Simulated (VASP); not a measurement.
Band structure of Se (trig). Computed with RPBE GGA, VASP's PBE PAW potentials (set 64) (plane waves; VASP).

Without a dispersion term in the relaxation, distances and binding between the weakly bound layers, chains or molecules are unreliable, and so is what depends on them.

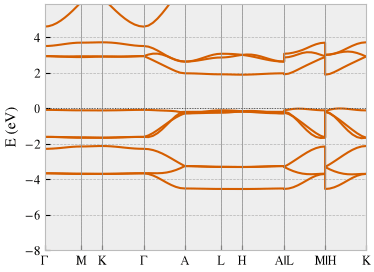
Bands along high-symmetry lines, zero at the valence-band maximum or, without a gap, the Fermi level

**Question.** Read the plot: is there a gap, and where are the band edges?

**Answer.** The gap is indirect, 1.90 eV, from the valence maximum at H-K at 0.33 to the conduction minimum at H. (Edges off the drawn lines would not show.)

The compound is Se in the trig structure. It was relaxed first, which changed the volume by +123 %.
